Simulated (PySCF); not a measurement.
H6O7Si2

Input

```
{"job": {"kind": "uv", "xc": "wB97X-D", "basis": "def2-SVPD", "ip": true, "nstates": 10}, "charge": 0, "multiplicity": 1}
Si     0.152126    -1.124382     1.159906
O      0.800238    -2.088745     0.008227
O     -1.381720    -1.590515     1.508531
O      1.018482    -1.167481     2.555439
O      0.156811     0.443109     0.578001
Si    -0.163536     1.057390    -0.905905
O     -1.677558     1.650202    -1.135057
O      0.886887     2.288610    -1.207749
O     -0.012434    -0.240107    -1.934573
H      0.607148    -1.763553    -0.886721
H     -1.781597    -1.195937     2.287963
H      1.957477    -0.977970     2.483523
H     -1.780422     2.595125    -0.990304
H      1.724966     2.244576    -0.738636
H     -0.539627    -0.206433    -2.738636
```

Run with:

```sh
OMP_NUM_THREADS=1 python probes_run.py task.json out
```

Geometry: PBE0-D3(BJ)/def2-SVP.

These are results of wB97X-D/def2-SVPD, SCF density, gas phase in PySCF, not measurements.

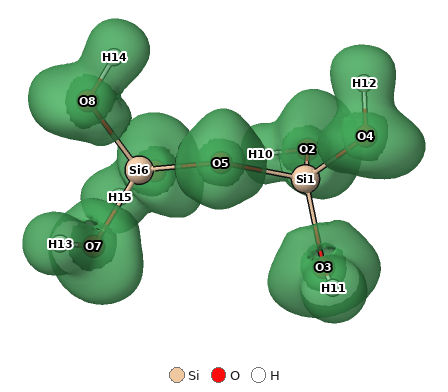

Figure 1. Isosurface of the electron localisation function at 0.75 (green), seen at a tilt. Core shells and regions of very low density are left out.

Question: Describe the localisation domains.

Answer: The ELF exceeds this value in one region wrapped around O (its lone pairs, merged into a ring or cap) and six joined regions spread over several atoms (H, O), in which their bonds and any lone pairs are merged. Profiles from the grid: Si–O (1.64 Å): the ELF peaks at about 0.90 between the atoms (a polar covalent bond). O–H (0.96 Å): the ELF climbs to about 1 towards the hydrogen, as it does in any bond to H: a covalent bond by its length.

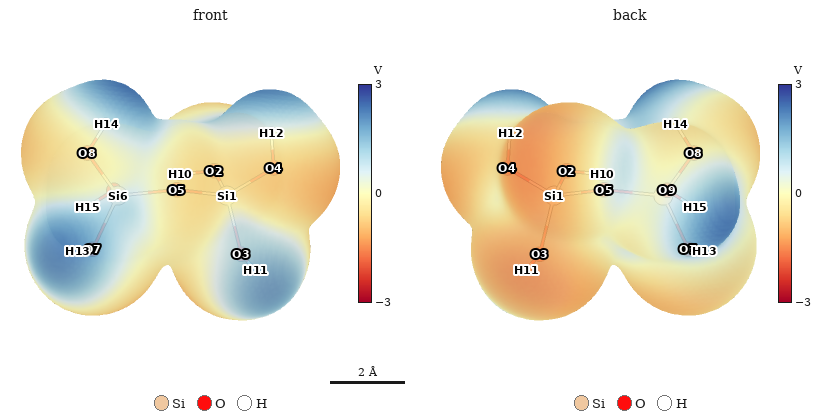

Figure 2. The molecular electrostatic potential painted on the density surface at 0.001 e/bohr³, seen from the front and from behind; the colour scale runs from red (negative) to blue (positive).

Question: Where is the surface potential most negative and most positive?

Answer: The most negative region (about −1.4 V, or −32 kcal/mol for a unit charge) lies over O2 and O3, the most positive (about +2.3 V, or +53 kcal/mol for a unit charge) over H13, H14 and H15.

Question: What dipole moment does the calculation give?

Answer: Its dipole moment is 3.24 D.

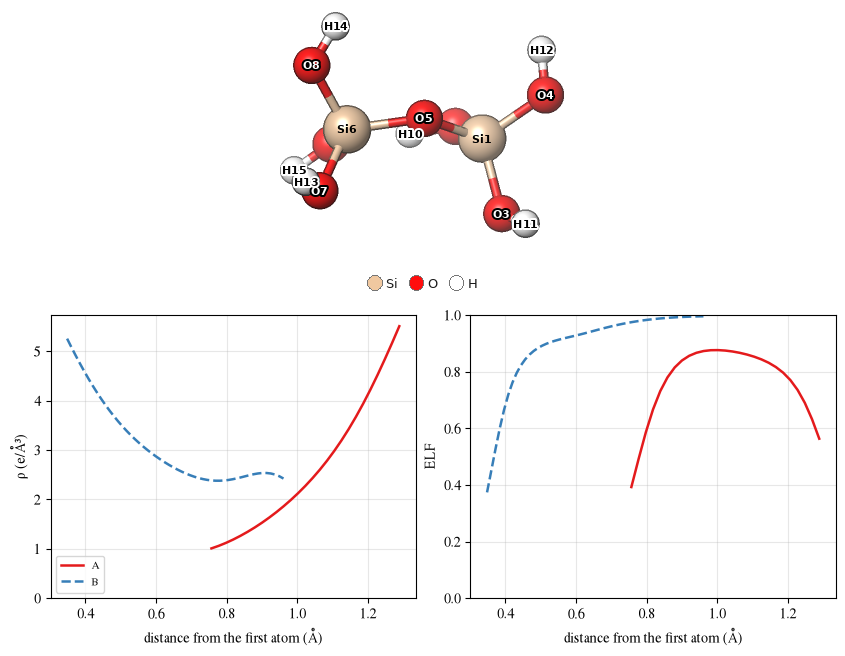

Figure 3. Total electron density and ELF along straight lines between neighbouring atoms. The curves leave out the atomic cores. The structure is drawn too.

Question: Which curve belongs to which contact (O–H and Si–O)? The first atom named is at distance zero.

Answer: Curve A: Si–O (1.64 Å): ρ at the midpoint is about 1.2 e/Å³; the ELF peaks at about 0.90 between the atoms, as expected for a polar covalent bond. Curve B: O–H (0.96 Å): the density is about 3.7 e/Å³ at the midpoint; the ELF climbs to about 1 towards the hydrogen: a covalent bond by its length.
